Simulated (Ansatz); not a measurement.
# Kohn anomalies in ZnAg (Pm-3m), part 2 of 2

Does ZnAg (Pm-3m) have a Kohn anomaly or a soft branch that a wide smearing hides?

Ansatz 0.2.0; DFT PBEsol, scalar-relativistic, plane waves, PAW.

So far. Step 2 (Relaxation): The largest force is now zero by symmetry and the largest stress component 0.0082 GPa, small enough for phonons. Step 4 (Wavevectors along a line: Fermi–Dirac smearing of 0.25 …): Against step 3 (now smearing width 0.25 eV), the free energy moves by -20.9 meV an atom. The relaxed cell has a = 3.117 Å (conventional setting).

### 5. Wavevectors along a line: Fermi–Dirac smearing of 0.04 eV (continued)

Each wavevector solved by linear response. Frequency against |q| along the line:

| \|q\| along the line (Å⁻¹) | mode 1 = mode 2 (cm⁻¹) | mode 3 (cm⁻¹) | mode 4 = mode 5 (cm⁻¹) | mode 6 (cm⁻¹) |
| --- | --- | --- | --- | --- |
| 0.000 | 0 | 0 | 162 | 162 |
| 0.126 | 17.8 | 24 | 161 | 163 |
| 0.378 | 49.9 | 67.2 | 155 | 164 |
| 0.630 | 75.0 | 101 | 145 | 160 |
| 0.882 | 91.8 | 123 | 133 | 156 |

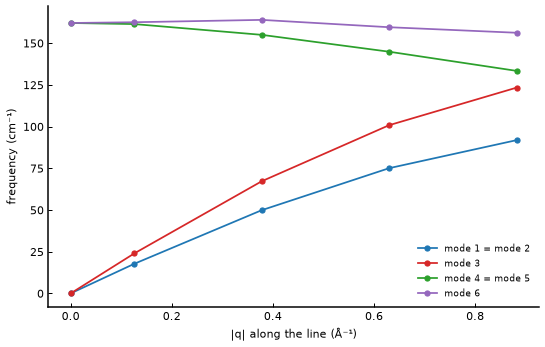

Frequency, plotted against |q| along the line.

Against step 3 (now smearing width 0.04 eV), the free energy moves by +3.8 meV an atom.

### 6. Wavevectors along a line: Methfessel–Paxton smearing of 0.2 eV

Each wavevector is solved by itself, so no interpolation smooths a dip of the branch.

Input file input.yaml:

```yaml
crystal:
  lattice:
    - [3.1174236605, 0.0, 0.0]
    - [0.0, 3.1174236605, 0.0]
    - [0.0, 0.0, 3.1174236605]
  atoms:
    - { symbol: Zn, position: [0.5, 0.5, 0.5] }
    - { symbol: Ag, position: [0.0, 0.0, 0.0] }
kpoints:
  mp_grid: { grid: [16, 16, 16] }
hamiltonian:
  xc: pbesol
scf:
  occupations: { method: methfessel_paxton, width: 0.2 }
output:
  eigenvalues: true
phonons:
  method: dfpt
  qpoints:
    - [0, 0, 0]
    - [0.0, 0.0625, 0.0]
    - [0.0, 0.1875, 0.0]
    - [0.0, 0.3125, 0.0]
    - [0.0, 0.4375, 0.0]
```

Command:

```sh
$ ansatz run input.yaml --threads 4 --pin off --max-ram 8192MiB --backend cpu --events-out ev --progress --plain --runs-dir out
```

Numbers of over 12 decimals in the logs are rounded to 6 here.

Output:

```text
[...]
Crystal: 2 atoms, lattice volume = 30.296 Å³
Basis set: ecut = 420 eV, 619 PW (Γ), exchange–correlation on 48×48×48 points (8 copies of the dense FFT grid, shifted against one another)
Bands: 20, of which v1, the nominal top of the filled ones, is band 16 counted from 1 (15 counted from 0)
Symmetry: 48 space group operations
k-points: 165 of 4096
[...]
SCF iter   1: F=—  HF=-10803.287288 eV  |F-HF|=—  |Δ(HF+E_count)|=         —  Δρ=8.30e-3  dr2=1.76e-2  ethr=1.77e-3  ⟨swp⟩=5.0  Hψ=13454  notcnv=0
[...]
SCF iter   8: F=-10803.282934 eV  HF=-10803.282934 eV  |F-HF|=5.46e-12  |Δ(HF+E_count)|=  1.04e-10  S|Δr|=    0.00e0  Δρ=2.11e-7  dr2=8.73e-12  ethr=1.00e-12  ⟨swp⟩=5.3  Hψ=16686  notcnv=0
SCF 1 converged in 8 iterations: F = -10803.282934 eV  dr2 = 8.73e-12
[...]
SCF converged after 8 iterations
Stability not checked: this state was not tested for a lower state beside it, because cold or Methfessel-Paxton smearing, or corrected tetrahedra, fill the levels in a way that the test cannot read (fill_not_monotonic; see scf.lower_state_search)
Free energy (F): -10803.282934 eV
[...]
Internal energy: -10803.281266 eV  (E = F + TS)
E sigma→0 (E₀):  -10803.282517 eV
Entropy (-TS):   -0.001668 eV (-0.834 meV/atom)
Fermi energy:    15.586763 eV
[...]
--- Band table (eV; the first three rows and the last of 165) ---
  k-point 0: bands = [... 12 lower, 11.2478, 11.2478, 11.2478, 20.9745, 20.9745, 20.9745, 26.3713, 26.8753]
  k-point 1: bands = [... 12 lower, 11.2099, 11.2099, 11.2421, 20.4209, 21.0892, 21.0892, 26.5302, 26.8662]
  k-point 2: bands = [... 12 lower, 11.1041, 11.1041, 11.2255, 19.2025, 21.4249, 21.4249, 26.6186, 26.8402]
  k-point 164: bands = [... 12 lower, 11.6555, 11.6555, 17.3986, 19.7334, 19.7334, 19.7334, 20.4593, 20.4593]
[...]
ASR residual: 1.243e-4 → 0.000e0 eV/Å²; symmetrization residual: 6.034e-7 eV/Å²
  ASR residual per site (eV/Å²): 6.70e-5 1.24e-4
  Γ frequencies (cm⁻¹): 0.00 0.00 0.00 161.80 161.80 161.80
[...]
--- Phonons (arbitrary-q DFPT): 5 explicit q-points ---
[...]
```

The job ended after 4.3 min (4 threads of Arm Neoverse V1, shared host; peak memory 2.1 GiB).

Each wavevector solved by linear response. Table of frequency by |q| along the line:

| \|q\| along the line (Å⁻¹) | mode 1 = mode 2 (cm⁻¹) | mode 3 (cm⁻¹) | mode 4 = mode 5 (cm⁻¹) | mode 6 (cm⁻¹) |
| --- | --- | --- | --- | --- |
| 0.000 | 0 | 0 | 162 | 162 |
| 0.126 | 17.8 | 23.9 | 161 | 163 |
| 0.378 | 49.9 | 67.2 | 155 | 164 |
| 0.630 | 75.1 | 101 | 145 | 160 |
| 0.882 | 91.8 | 124 | 133 | 156 |

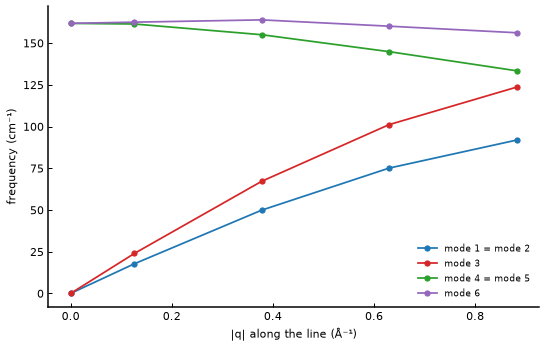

Frequency, plotted against |q| along the line.

Against step 3 (now occupations Methfessel-Paxton and smearing width 0.2 eV), the free energy moves by +4.4 meV an atom.

### 7. The lowest branch at each setting

Lowest frequency against |q| along the line:

| \|q\| along the line (Å⁻¹) | fermi dirac 0.1 eV, k 16x16x16 (cm⁻¹) | fermi dirac 0.25 eV, k 16x16x16 (cm⁻¹) | fermi dirac 0.04 eV, k 16x16x16 (cm⁻¹) | methfessel paxton 0.2 eV, k 16x16x16 (cm⁻¹) |
| --- | --- | --- | --- | --- |
| 0.000 | 0 | 0 | 0 | 0 |
| 0.126 | 17.7 | 17.6 | 17.8 | 17.8 |
| 0.378 | 49.9 | 49.6 | 49.9 | 49.9 |
| 0.630 | 75 | 74.7 | 75.0 | 75.1 |
| 0.882 | 91.9 | 91.8 | 91.8 | 91.8 |

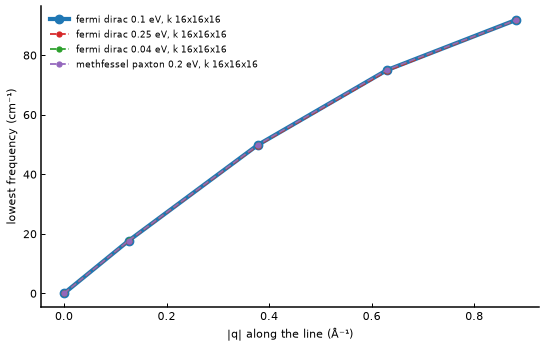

Lowest frequency against |q| along the line.

### 8. What came out

```yaml
phonon_run_of_the_rows_without_a_label_of_their_own: PBEsol, k 16×16×16
lowest_branch_at_the_last_solved_point_fermi_dirac_0p1_ev: 91.9 cm⁻¹ at |q| = 0.882 Å⁻¹
lowest_branch_at_the_last_solved_point_fermi_dirac_0p25_ev: 91.8 cm⁻¹ at |q| = 0.882 Å⁻¹
lowest_branch_at_the_last_solved_point_fermi_dirac_0p04_ev: 91.8 cm⁻¹ at |q| = 0.882 Å⁻¹
lowest_branch_at_the_last_solved_point_methfessel_paxton_0p2_ev: 91.8 cm⁻¹ at |q| = 0.882 Å⁻¹
```

What this shows: No branch softens by more than 4 % of the top frequency as the smearing narrows, so no anomaly that hangs on the smearing shows at these points. The line holds 5 wavevectors, so a narrow dip between them would be missed. Between Fermi–Dirac 0.25 eV and Fermi–Dirac 0.04 eV the largest change, with modes counted by rank of frequency, is in mode 6 at |q| = 0.630 Å⁻¹, from 161 to 160 cm⁻¹; the branches hardly feel the smearing. Where branches cross, a count by rank can hide a softening. At the narrowest width the k mesh may not resolve the Fermi surface, so part of the change can be mesh noise.

[Logs are printed without paths, hosts, clocks, repeated set-up lines and the standing remarks that a program may print on its own settings, such as how far it seeks lower states.]

[Hosts, paths, dates, database ids (printed as entryN), source tags and the programs' standing remarks are cut or masked in the printed files.]
